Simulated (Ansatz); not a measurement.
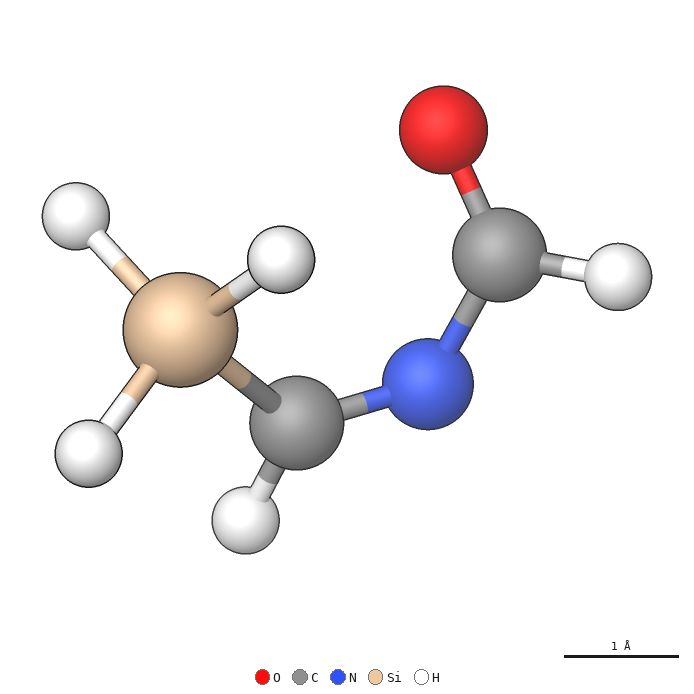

What is the molecular formula?

Answer. C₂H₅NOSi, 10 atoms: 2 carbon, 5 hydrogen, 1 nitrogen, 1 oxygen and 1 silicon.

Name some functional groups or characteristic bonds that it holds.

Answer. Among them: imine, Si–H bond.

How many sets of symmetry-equivalent atoms are there?

Answer. 10: 1 O, 1 C, 1 N, 1 C, 1 Si, 1 H, 1 H, 1 H, 1 H, 1 H.

The parts below concern this one geometry. Atoms keep their numbers from picture to picture. Computed geometry: PBE0-D4/def2-TZVP optimisation.

### Geometry

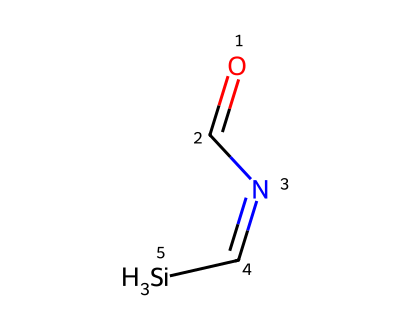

Skeletal drawing with numbered atoms; wedges and dashes mark any stereocentres. The configuration is that of a computed structure (PBE0-D4/def2-TZVP).

Give the R/S and E/Z labels.

Answer. N3=C4: Z.

### Charges

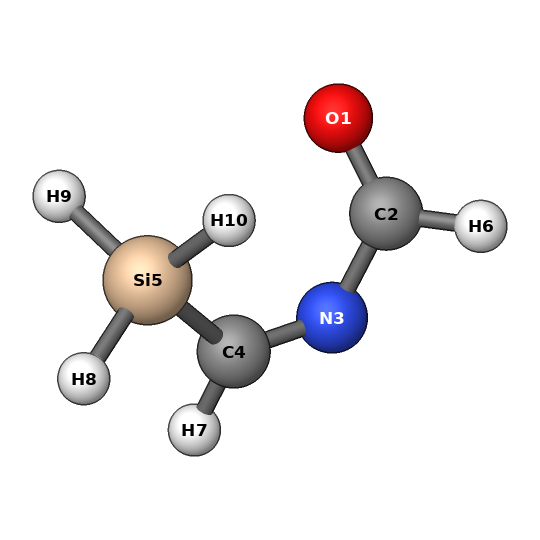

The questions are on Mulliken charges. Properties computed with RKS PBE0-D4/def2-TZVP (Ansatz 0.2.0).

Which atom carries the highest charge (most positive or least negative)?

Answer. C2 (0.18 e).

And the lowest?

Answer. O1 (−0.28 e).

List the Mulliken charges.

```json
{"atom": "O1", "value (e)": "−0.28"}
{"atom": "C2", "value (e)": "0.18"}
{"atom": "N3", "value (e)": "−0.16"}
{"atom": "C4", "value (e)": "−0.10"}
{"atom": "Si5", "value (e)": "0.13"}
{"atom": "H6", "value (e)": "0.10"}
{"atom": "H7", "value (e)": "0.14"}
{"atom": "H8", "value (e)": "−0.02"}
{"atom": "H9", "value (e)": "0.01"}
{"atom": "H10", "value (e)": "0.01"}
```

### Levels of theory compared

Program: Ansatz 0.2.0.

Compare dipole (D), HOMO energy (eV) at these levels: B3LYP-D4/def2-TZVPP; PBE-D4/def2-TZVPP; r2SCAN-D4/def2-TZVPP; ωB97M-V/def2-TZVPP.

| level | dipole (D) | HOMO energy (eV) |
| --- | --- | --- |
| B3LYP-D4/def2-TZVPP | 2.32 | −7.34 |
| PBE-D4/def2-TZVPP | 2.18 | −6.11 |
| r2SCAN-D4/def2-TZVPP | 2.27 | −6.38 |
| ωB97M-V/def2-TZVPP | 2.31 | −9.86 |

### Vibrations

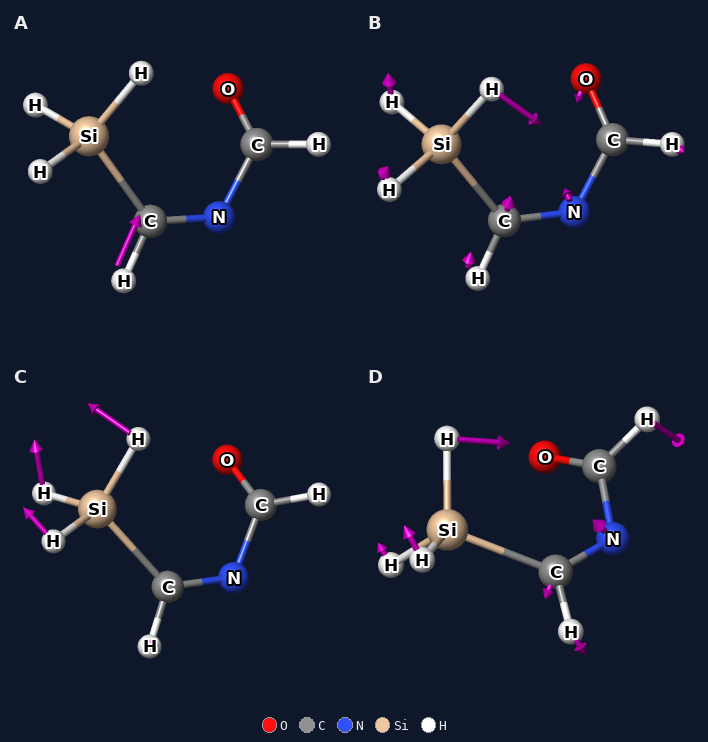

4 normal modes of one molecule or complex, as arrows. Harmonic vibrations computed with RKS PBE0-D4/def2-TZVP (Ansatz 0.2.0) at a stationary point of the same level.

Match the panels to the wavenumbers 417 cm⁻¹, 714 cm⁻¹, 899 cm⁻¹, 3066 cm⁻¹.

Answer. A: 3066 cm⁻¹, C–H stretching
B: 714 cm⁻¹
C: 899 cm⁻¹, angle bending
D: 417 cm⁻¹, angle bending

Mulliken values depend strongly on the basis set and can even reverse the polarity of a bond.
